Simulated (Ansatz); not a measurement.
Mo$_{3}$P$_{2}$ (P-62m, No. 189): the geometry relaxed with Ansatz 0.2.0, DFT PBE, scalar-relativistic, plane waves, PAW; the starting structure was generated, so it need not be a known form of this composition.

```cif
data_structure
_symmetry_space_group_name_H-M 'P-62m'
_symmetry_Int_Tables_number 189
_cell_length_a 5.1942
_cell_length_b 5.1942
_cell_length_c 3.3033
_cell_angle_alpha 90.000
_cell_angle_beta 90.000
_cell_angle_gamma 120.000
_cell_volume 77.18
loop_
_atom_site_label
_atom_site_type_symbol
_atom_site_symmetry_multiplicity
_atom_site_Wyckoff_symbol
_atom_site_fract_x
_atom_site_fract_y
_atom_site_fract_z
_atom_site_occupancy
Mo1 Mo 3 f 0.29774 0.29774 0.00000 1
P1 P 2 d 0.33333 0.66667 0.50000 1
```

> What will a dark-field STEM-like image along [211] show? The image is simulated as a sum over atoms of Z^1.7, blurred by a 0.50 Å probe (no channelling). The probe carries 25 % of its weight in a tail 2.5 times as wide. Shot noise was added.

The columns repeat on a centred rectangular net of 3.10 × 5.19 Å (plane group cm). The brightest columns hold 1 Mo per repeat. The P columns make no clear peak of their own: they are too faint or too near a brighter column. The shortest distance between visible columns is 0.92 Å in projection (between Mo columns). Along the beam the structure repeats every 9.58 Å.

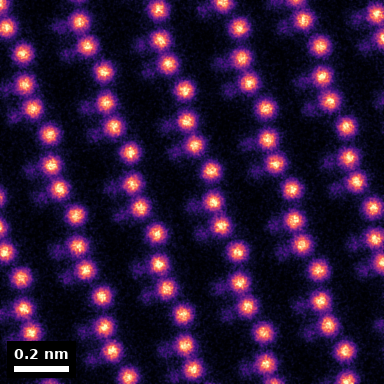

The simulated image.
